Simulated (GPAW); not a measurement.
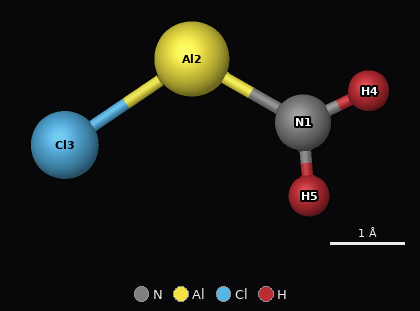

*The structure (ball-and-stick view, seen on its broad side; atoms are numbered from 1 in the order of the input). Sticks mark near contacts.*

**Calculation of the molecule and its ions, with input and output: AlNH₂Cl**

System: AlNH₂Cl, multiplicity 2, SMILES [NH2][Al][Cl].
Method: RPBE/real-space grid, UKS, scalar-relativistic datasets (GPAW 26.7.0).

The geometry comes from this level: PBE0-D4/def2-TZVP.

**The input (run.py)**
```python
from ase import Atoms
from gpaw import GPAW

# Set up the molecule
mol = Atoms(['N', 'Al', 'Cl', 'H', 'H'],
    positions=[[ -0.549400,   0.461700,  -0.232000],
               [  0.402600,  -0.291600,   1.049100],
               [  1.907000,  -1.649700,   0.440800],
               [ -1.293600,   1.123300,  -0.083500],
               [ -0.416600,   0.282700,  -1.215900]])
mol.center(vacuum=4.5)

energies = {}
for name, charge, unpaired in [('neutral', 0, 1), ('oxidised', 1, 0)]:
    mol.set_initial_magnetic_moments([unpaired / len(mol)] * len(mol))
    gpaw_calc = GPAW(mode='fd',
                     charge=charge,
                     occupations={'name': 'fermi-dirac', 'width': 0.01, 'fixmagmom': unpaired > 0},
                     xc='RPBE',
                     maxiter=100,
                     h=0.25,
                     symmetry='off',
                     txt='-')
    mol.calc = gpaw_calc
    energies[name] = mol.get_potential_energy()
    print(f'{name:10} {energies[name]:12.5f} eV')

ip = energies['oxidised'] - energies['neutral']
print(f'Vertical IP: {ip:.3f} eV')
```

Run on 1 thread of Arm Neoverse V2, 24 GiB of memory available, shared host.

Launch command:
```bash
python3 -u run.py | tee run.out
```

**The program's output**
```
__  _  _
 | _ |_)|_||  |
 |__||  | ||/\| - 26.7.0

units:  Angstrom and eV
cores:  1
OpenMP: False

Versions:
  Python: 3.12.14
  ASE:    3.29.0
  Numpy:  2.5.5
  Scipy:  1.18.1
  Libxc:  7.0.0

        _gpaw.cpython-312-aarch64-linux-gnu.so

Input parameters:
  mode=FD(),
  charge=0.0,
  h=0.25,
  maxiter=100,
  occupations=Occupations(name='fermi-dirac', width=0.01, fixmagmom=True),
  symmetry=Symmetry(point_group=False, time_reversal=False),
  xc=XC(name='RPBE')

Diagonalizing LCAO Hamiltonian
Converting LCAO to fd mode
        .-----------------------------.
       /|                             |
      / |                             |
     /  |                             |
    /   |                             |
   /    |                             |
  /     |                             |
 *      |                             |
 |      |                             |
 |      |           Al                |
 |      |       H N                   |
 |      |              Cl             |
 |      |         H                   |
 |      |                             |
 |      .-----------------------------.
 |     /                             /
 |    /                             /
 |   /                             /
 |  /                             /
 | /                             /
 |/                             /
 *-----------------------------*

Atoms  # Å, Bohr magnetons
|   | symbol |        x |        y |        z |    initial magnetic moments |
|---|--------|----------|----------|----------|-----------------------------|
| 0 |      N | 5.244200 | 6.611400 | 5.483900 | ( 0.0000,  0.0000,  0.2000) |
| 1 |     Al | 6.196200 | 5.858100 | 6.765000 | ( 0.0000,  0.0000,  0.2000) |
| 2 |     Cl | 7.700600 | 4.500000 | 6.156700 | ( 0.0000,  0.0000,  0.2000) |
| 3 |      H | 4.500000 | 7.273000 | 5.632400 | ( 0.0000,  0.0000,  0.2000) |
| 4 |      H | 5.377000 | 6.432400 | 4.500000 | ( 0.0000,  0.0000,  0.2000) |

Unit cell  # Å
| periodic |         x |         y |         z |   lengths |    angles |
|----------|-----------|-----------|-----------|-----------|-----------|
|       no | 12.200600 |  0.000000 |  0.000000 | 12.200600 | 90.000000 |
|       no |  0.000000 | 11.773000 |  0.000000 | 11.773000 | 90.000000 |
|       no |  0.000000 |  0.000000 | 11.265000 | 11.265000 | 90.000000 |

Number of symmetries: 1
Symmetry operations  # r_c * U_cc + t_c -> r_c
|   | kind |            matrix            |
|---|------|------------------------------|
| 0 |  E   |  1, 0, 0,  0, 1, 0,  0, 0, 1 |

BZ-sampling:
  Number of BZ points: 1
  Number of IBZ points: 1

  Monkhorst-Pack size: [1, 1, 1]
  Monkhorst-Pack shift: [0, 0, 0]

K-points  # in reciprocal-cell coordinates
|   |                                coordinates |     weight |
|---|--------------------------------------------|------------|
| 0 | (  0.00000000,   0.00000000,   0.00000000) | 1.00000000 |

Uniform wave function grid shape: (np.int64(47), np.int64(47), np.int64(43))
Spin-components: 2 (collinear spins)
Bands:           14
Projectors:      21
Spin-degeneracy: 1
Datatype:        float64

  Storage: CPU
  Wave functions: 21_277_088 bytes (21_277_088 per core)

Parallelization:
  kpt:    1
  domain: 1
  band:   1

Density:
  Valence electrons: 17.0
  Components: 2
  Grid points: [48 48 44]
  Charge: 0.0  # |e|

Potential:
  Grid points: [48 48 44]

species:
  N:
    name:    Nitrogen
    Z:       7.0
    valence: 5
    core:    2
    charge:  0.0  # [|e|]
    file:    N.RPBE.gz
    compensation charges:
      type: gauss
      rc: 0.18  # [Å]
      lmax: 2
    cutoffs:
      filter: 1.11  # [Å]
      core: 0.96  # [Å]
    projectors
    | kind |    occ | energy [eV] | rcut [Å] |
    |------|--------|-------------|----------|
    |   2s |  2.000 |     -18.658 |    0.603 |
    |   2p |  3.000 |      -7.050 |    0.529 |
    |    s |        |       8.553 |    0.603 |
    |    p |        |      20.161 |    0.529 |
    |    d |        |       0.000 |    0.577 |

    Using partial waves for N as LCAO basis

  Al:
    name:    Aluminium
    Z:       13.0
    valence: 3
    core:    10
    charge:  0.0  # [|e|]
    file:    Al.RPBE.gz
    compensation charges:
      type: gauss
      rc: 0.34  # [Å]
      lmax: 2
    cutoffs:
      filter: 1.91  # [Å]
      core: 2.36  # [Å]
    projectors
    | kind |    occ | energy [eV] | rcut [Å] |
    |------|--------|-------------|----------|
    |   3s |  2.000 |      -7.732 |    1.085 |
    |   3p |  1.000 |      -2.717 |    1.085 |
    |    s |        |      19.479 |    1.085 |
    |    p |        |      24.495 |    1.085 |
    |    d |        |       0.000 |    1.085 |

    Using partial waves for Al as LCAO basis

  Cl:
    name:    Chlorine
    Z:       17.0
    valence: 7
    core:    10
    charge:  0.0  # [|e|]
    file:    Cl.RPBE.gz
    compensation charges:
      type: gauss
      rc: 0.25  # [Å]
      lmax: 2
    cutoffs:
      filter: 1.40  # [Å]
      core: 1.49  # [Å]
    projectors
    | kind |    occ | energy [eV] | rcut [Å] |
    |------|--------|-------------|----------|
    |   3s |  2.000 |     -20.687 |    0.794 |
    |   3p |  5.000 |      -8.572 |    0.794 |
    |    s |        |       6.524 |    0.794 |
    |    p |        |      18.639 |    0.794 |
    |    d |        |       0.000 |    0.794 |

    Using partial waves for Cl as LCAO basis

  H:
    name:    Hydrogen
    Z:       1.0
    valence: 1
    core:    0
    charge:  0.0  # [|e|]
    file:    H.RPBE.gz
    compensation charges:
      type: gauss
      rc: 0.15  # [Å]
      lmax: 2
    cutoffs:
      filter: 0.85  # [Å]
      core: 0.53  # [Å]
    projectors
    | kind |    occ | energy [eV] | rcut [Å] |
    |------|--------|-------------|----------|
    |   1s |  1.000 |      -6.572 |    0.476 |
    |    s |        |      20.639 |    0.476 |
    |    p |        |       0.000 |    0.476 |

    Using partial waves for H as LCAO basis

Reference energy: -20674.534181  # eV

eigensolver:
  PPCG
  Converge bands: occupied
  niter=2

density mixing:
  MSR1-Mixer
  Pratt-step length: 0.05
  Maximum mixing coefficient: 0.75
  Old densities: 10
  SVD Regularization: 0.005
  Good broyden scale: 1.0
  Trust region scale: 1.0
  Backstep threshold: 4.0
  History deletion threshold: 6.0
  Fourier metric: weight=20.0, sigma=0.015

occupation numbers:
  Fixed magnetic moment: 1.000
  Fermi-Dirac:
    width: 0.0100  # eV

FastPoissonSolver using
    Stencil: 6*3+1=19 point O(h^6) finite-difference Laplacian
    FFT axes: []
    FST axes: [np.int64(2), np.int64(0), np.int64(1)]

xc functional:
  name: RPBE with 2 nearest neighbor stencil
interpolation: tri-quintic # 5. degree polynomial

Initialization done in: 0.871 s

convergence criteria:
- Maximum [total energy] change in last 3 cyles: 0.0005 eV / valence electron
- Maximum integral of absolute [dens]ity change: 0.0001 electrons / valence electron
- Maximum integral of absolute [eigenst]ate change: 4e-08 eV^2 / valence electron
maximum number of iterations: 100

SCF iterations
|iter     |     time |      energy | eigst |  dens |  magmom |
|---------|----------|-------------|-------|-------|---------|
|iter:   1| 00:00:01 |  -24.232384 | +0.76 |       |  +0.9905|
|iter:   2| 00:00:02 |  -23.450984 | -0.20 | -0.55 |  +0.9910|
|iter:   3| 00:00:03 |  -21.091741 | +0.09 | -0.59 |  +0.9960|
|iter:   4| 00:00:04 |  -21.155905 | -0.57 | -1.05 |  +0.9978|
|iter:   5| 00:00:05 |  -21.187545 | -1.42 | -1.30 |  +0.9998|
|iter:   6| 00:00:05 |  -21.187801 | -2.06 | -1.99 |  +1.0000|
|iter:   7| 00:00:06 |  -21.188105c| -2.87 | -2.42 |  +1.0000|
|iter:   8| 00:00:07 |  -21.188214c| -3.44 | -2.76 |  +1.0000|
|iter:   9| 00:00:08 |  -21.188230c| -4.13 | -3.35 |  +1.0000|
|iter:  10| 00:00:09 |  -21.188233c| -4.71 | -3.78 |  +1.0000|
|iter:  11| 00:00:09 |  -21.188234c| -5.31 | -4.18c|  +1.0000|
|iter:  12| 00:00:10 |  -21.188235c| -5.95 | -4.61c|  +1.0000|
|iter:  13| 00:00:11 |  -21.188235c| -6.51 | -4.79c|  +1.0000|
|iter:  14| 00:00:12 |  -21.188235c| -7.11 | -5.17c|  +1.0000|
|iter:  15| 00:00:12 |  -21.188235c| -7.53c| -5.42c|  +1.0000|

Converged in 15 steps
SCF loop duration: 11.534 s (0.769 s/step)
Energy contributions relative to reference atoms: (reference = -20674.534181)

Energy contributions:
  Kinetic:          28.071786
  Coulomb:         -29.147393
  Zero:              1.407394
  External:          0.000000
  Xc:              -21.520022
  Entropy:          -0.000000
  Spinorbit:         0.000000
  ----------------------------
  Free energy:     -21.188235
  Extrapolated:    -21.188235

dipole moment: (-0.353558, 0.311131, -0.021481)  # |e|*Ang

Total magnetic moment: (0.000000, 0.000000, 1.000000)

Local magnetic moments
|        x |        y |         z |
|----------|----------|-----------|
| 0.000000 | 0.000000 |  0.023956 |  # N    0
| 0.000000 | 0.000000 |  0.231661 |  # Al   1
| 0.000000 | 0.000000 |  0.044079 |  # Cl   2
| 0.000000 | 0.000000 | -0.000343 |  # H    3
| 0.000000 | 0.000000 |  0.005320 |  # H    4

Fermi levels: -3.264, -5.173
Eigenvalues  # (at kpt = [0.000, 0.000, 0.000])
| band index |      eig [eV] | occ [0-1] |      eig [eV] | occ [0-1] |
|------------|---------------|-----------|---------------|-----------|
|          0 |       -20.750 |     1.000 |       -20.698 |     1.000 |
|          1 |       -20.035 |     1.000 |       -19.944 |     1.000 |
|          2 |       -12.058 |     1.000 |       -12.015 |     1.000 |
|          3 |       -10.967 |     1.000 |       -10.727 |     1.000 |
|          4 |        -9.246 |     1.000 |        -9.085 |     1.000 |
|          5 |        -7.910 |     1.000 |        -7.864 |     1.000 |
|          6 |        -7.806 |     1.000 |        -7.722 |     1.000 |
|          7 |        -6.423 |     1.000 |        -6.386 |     1.000 |
|          8 |        -5.156 |     1.000 |        -3.507 |     0.000 |
|          9 |        -1.775 |     0.000 |        -0.862 |     0.000 |
|         10 |        -0.712 |     0.000 |        -0.500 |     0.000 |
|         11 |        -0.322 |     0.000 |         0.075 |     0.000 |
|         12 |         0.549 |     0.000 |         0.784 |     0.000 |
|         13 |         0.843 |     0.000 |         1.198 |     0.000 |

Gap: 1.732 eV
Transition (v -> c):
  (s=1, k=0, n=8, [0.00, 0.00, 0.00]) -> (s=0, k=0, n=9, [0.00, 0.00, 0.00])
No difference between direct/indirect transitions
vacuum-level: 0.000  # V
neutral       -21.18823 eV
  __  _  _
 | _ |_)|_||  |
 |__||  | ||/\| - 26.7.0

units:  Angstrom and eV
cores:  1
OpenMP: False

Versions:
  Python: 3.12.14
  ASE:    3.29.0
  Numpy:  2.5.5
  Scipy:  1.18.1
  Libxc:  7.0.0

        _gpaw.cpython-312-aarch64-linux-gnu.so

Input parameters:
  mode=FD(),
  charge=1,
  h=0.25,
  maxiter=100,
  occupations=Occupations(name='fermi-dirac', width=0.01, fixmagmom=False),
  symmetry=Symmetry(point_group=False, time_reversal=False),
  xc=XC(name='RPBE')

timing:  # [seconds]
  Total: 12.434  # ━━━━━━━━━━━━━━━━━━━━━━━━━━━━━━━━━━━━━━━━━━━━━━━━━━━━━━━━━━
  Init:   0.870  # ━━━━
  SCF:   11.534  # ━━━━━━━━━━━━━━━━━━━━━━━━━━━━━━━━━━━━━━━━━━━━━━━━━━━━━━

Max RSS: 413.023  # MiB

Diagonalizing LCAO Hamiltonian
Converting LCAO to fd mode
        .-----------------------------.
       /|                             |
      / |                             |
     /  |                             |
    /   |                             |
   /    |                             |
  /     |                             |
 *      |                             |
 |      |                             |
 |      |           Al                |
 |      |       H N                   |
 |      |              Cl             |
 |      |         H                   |
 |      |                             |
 |      .-----------------------------.
 |     /                             /
 |    /                             /
 |   /                             /
 |  /                             /
 | /                             /
 |/                             /
 *-----------------------------*

Atoms  # Å, Bohr magnetons
|   | symbol |        x |        y |        z |    initial magnetic moments |
|---|--------|----------|----------|----------|-----------------------------|
| 0 |      N | 5.244200 | 6.611400 | 5.483900 | ( 0.0000,  0.0000,  0.0000) |
| 1 |     Al | 6.196200 | 5.858100 | 6.765000 | ( 0.0000,  0.0000,  0.0000) |
| 2 |     Cl | 7.700600 | 4.500000 | 6.156700 | ( 0.0000,  0.0000,  0.0000) |
| 3 |      H | 4.500000 | 7.273000 | 5.632400 | ( 0.0000,  0.0000,  0.0000) |
| 4 |      H | 5.377000 | 6.432400 | 4.500000 | ( 0.0000,  0.0000,  0.0000) |

Unit cell  # Å
| periodic |         x |         y |         z |   lengths |    angles |
|----------|-----------|-----------|-----------|-----------|-----------|
|       no | 12.200600 |  0.000000 |  0.000000 | 12.200600 | 90.000000 |
|       no |  0.000000 | 11.773000 |  0.000000 | 11.773000 | 90.000000 |
|       no |  0.000000 |  0.000000 | 11.265000 | 11.265000 | 90.000000 |

Number of symmetries: 1
Symmetry operations  # r_c * U_cc + t_c -> r_c
|   | kind |            matrix            |
|---|------|------------------------------|
| 0 |  E   |  1, 0, 0,  0, 1, 0,  0, 0, 1 |

BZ-sampling:
  Number of BZ points: 1
  Number of IBZ points: 1

  Monkhorst-Pack size: [1, 1, 1]
  Monkhorst-Pack shift: [0, 0, 0]

K-points  # in reciprocal-cell coordinates
|   |                                coordinates |     weight |
|---|--------------------------------------------|------------|
| 0 | (  0.00000000,   0.00000000,   0.00000000) | 1.00000000 |

Uniform wave function grid shape: (np.int64(47), np.int64(47), np.int64(43))
Spin-components: 1 (collinear spins)
Bands:           14
Projectors:      21
Spin-degeneracy: 2
Datatype:        float64

  Storage: CPU
  Wave functions: 10_638_544 bytes (10_638_544 per core)

Parallelization:
  kpt:    1
  domain: 1
  band:   1

Density:
  Valence electrons: 17.0
  Components: 1
  Grid points: [48 48 44]
  Charge: 1.0  # |e|

Potential:
  Grid points: [48 48 44]

species:
  N:
    name:    Nitrogen
    Z:       7.0
    valence: 5
    core:    2
    charge:  0.0  # [|e|]
    file:    N.RPBE.gz
    compensation charges:
      type: gauss
      rc: 0.18  # [Å]
      lmax: 2
    cutoffs:
      filter: 1.11  # [Å]
      core: 0.96  # [Å]
    projectors
    | kind |    occ | energy [eV] | rcut [Å] |
    |------|--------|-------------|----------|
    |   2s |  2.000 |     -18.658 |    0.603 |
    |   2p |  3.000 |      -7.050 |    0.529 |
    |    s |        |       8.553 |    0.603 |
    |    p |        |      20.161 |    0.529 |
    |    d |        |       0.000 |    0.577 |

    Using partial waves for N as LCAO basis

  Al:
    name:    Aluminium
    Z:       13.0
    valence: 3
    core:    10
    charge:  0.0  # [|e|]
    file:    Al.RPBE.gz
    compensation charges:
      type: gauss
      rc: 0.34  # [Å]
      lmax: 2
    cutoffs:
      filter: 1.91  # [Å]
      core: 2.36  # [Å]
    projectors
    | kind |    occ | energy [eV] | rcut [Å] |
    |------|--------|-------------|----------|
    |   3s |  2.000 |      -7.732 |    1.085 |
    |   3p |  1.000 |      -2.717 |    1.085 |
    |    s |        |      19.479 |    1.085 |
    |    p |        |      24.495 |    1.085 |
    |    d |        |       0.000 |    1.085 |

    Using partial waves for Al as LCAO basis

  Cl:
    name:    Chlorine
    Z:       17.0
    valence: 7
    core:    10
    charge:  0.0  # [|e|]
    file:    Cl.RPBE.gz
    compensation charges:
      type: gauss
      rc: 0.25  # [Å]
      lmax: 2
    cutoffs:
      filter: 1.40  # [Å]
      core: 1.49  # [Å]
    projectors
    | kind |    occ | energy [eV] | rcut [Å] |
    |------|--------|-------------|----------|
    |   3s |  2.000 |     -20.687 |    0.794 |
    |   3p |  5.000 |      -8.572 |    0.794 |
    |    s |        |       6.524 |    0.794 |
    |    p |        |      18.639 |    0.794 |
    |    d |        |       0.000 |    0.794 |

    Using partial waves for Cl as LCAO basis

  H:
    name:    Hydrogen
    Z:       1.0
    valence: 1
    core:    0
    charge:  0.0  # [|e|]
    file:    H.RPBE.gz
    compensation charges:
      type: gauss
      rc: 0.15  # [Å]
      lmax: 2
    cutoffs:
      filter: 0.85  # [Å]
      core: 0.53  # [Å]
    projectors
    | kind |    occ | energy [eV] | rcut [Å] |
    |------|--------|-------------|----------|
    |   1s |  1.000 |      -6.572 |    0.476 |
    |    s |        |      20.639 |    0.476 |
    |    p |        |       0.000 |    0.476 |

    Using partial waves for H as LCAO basis

Reference energy: -20674.534181  # eV

eigensolver:
  PPCG
  Converge bands: occupied
  niter=2

density mixing:
  MSR1-Mixer
  Pratt-step length: 0.05
  Maximum mixing coefficient: 0.75
  Old densities: 10
  SVD Regularization: 0.005
  Good broyden scale: 1.0
  Trust region scale: 1.0
  Backstep threshold: 4.0
  History deletion threshold: 6.0
  Fourier metric: weight=20.0, sigma=0.015

occupation numbers:
  Fermi-Dirac:
    width: 0.0100  # eV

FastPoissonSolver using
    Stencil: 6*3+1=19 point O(h^6) finite-difference Laplacian
    FFT axes: []
    FST axes: [np.int64(2), np.int64(0), np.int64(1)]

xc functional:
  name: RPBE with 2 nearest neighbor stencil
interpolation: tri-quintic # 5. degree polynomial

Initialization done in: 0.683 s

convergence criteria:
- Maximum [total energy] change in last 3 cyles: 0.0005 eV / valence electron
- Maximum integral of absolute [dens]ity change: 0.0001 electrons / valence electron
- Maximum integral of absolute [eigenst]ate change: 4e-08 eV^2 / valence electron
maximum number of iterations: 100

SCF iterations
|iter     |     time |      energy | eigst |  dens |
|---------|----------|-------------|-------|-------|
|iter:   1| 00:00:13 |  -24.121084 | +0.85 |       |
|iter:   2| 00:00:14 |  -21.873486 | -0.11 | -0.53 |
|iter:   3| 00:00:14 |  -13.280251 | +0.25 | -0.57 |
|iter:   4| 00:00:15 |  -13.067528 | -0.09 | -1.08 |
|iter:   5| 00:00:15 |  -13.016203 | -1.01 | -1.38 |
|iter:   6| 00:00:15 |  -12.995444 | -1.46 | -1.73 |
|iter:   7| 00:00:16 |  -12.994738 | -2.25 | -2.28 |
|iter:   8| 00:00:16 |  -12.994300c| -3.02 | -2.44 |
|iter:   9| 00:00:17 |  -12.994306c| -3.83 | -3.08 |
|iter:  10| 00:00:17 |  -12.994311c| -4.62 | -3.66 |
|iter:  11| 00:00:18 |  -12.994312c| -5.32 | -4.15c|
|iter:  12| 00:00:18 |  -12.994312c| -5.99 | -4.48c|
|iter:  13| 00:00:18 |  -12.994312c| -6.61 | -4.93c|
|iter:  14| 00:00:19 |  -12.994312c| -7.24 | -5.32c|
|iter:  15| 00:00:19 |  -12.994312c| -7.43c| -5.80c|

Converged in 15 steps
SCF loop duration: 6.012 s (0.401 s/step)
Energy contributions relative to reference atoms: (reference = -20674.534181)

Energy contributions:
  Kinetic:          12.270392
  Coulomb:         -13.009174
  Zero:              1.419457
  External:          0.000000
  Xc:              -13.674988
  Entropy:          -0.000000
  Spinorbit:         0.000000
  ----------------------------
  Free energy:     -12.994312
  Extrapolated:    -12.994312

dipole moment: (5.948755, 6.087968, 6.842807)  # |e|*Ang

Fermi level: -11.498
Eigenvalues  # (at kpt = [0.000, 0.000, 0.000])
| band index |      eig [eV] | occ [0-2] |
|------------|---------------|-----------|
|          0 |       -26.454 |     2.000 |
|          1 |       -25.897 |     2.000 |
|          2 |       -17.623 |     2.000 |
|          3 |       -16.964 |     2.000 |
|          4 |       -15.173 |     2.000 |
|          5 |       -13.568 |     2.000 |
|          6 |       -13.485 |     2.000 |
|          7 |       -12.111 |     2.000 |
|          8 |       -10.931 |     0.000 |
|          9 |        -7.231 |     0.000 |
|         10 |        -5.440 |     0.000 |
|         11 |        -5.169 |     0.000 |
|         12 |        -3.716 |     0.000 |
|         13 |        -3.241 |     0.000 |

Gap: 1.180 eV
Transition (v -> c):
  (s=0, k=0, n=7, [0.00, 0.00, 0.00]) -> (s=0, k=0, n=8, [0.00, 0.00, 0.00])
No difference between direct/indirect transitions
vacuum-level: 0.000  # V
oxidised      -12.99431 eV
Vertical IP: 8.194 eV
```

**Summary**

| quantity | value |
| --- | --- |
| outcome | converged |
| ionisation energy | 8.19 eV |
| wall time | 20 s |
| peak memory | 0.4 GiB |

**Notes**

On so coarse a grid the energy depends on the position of the molecule, which gives spurious forces.
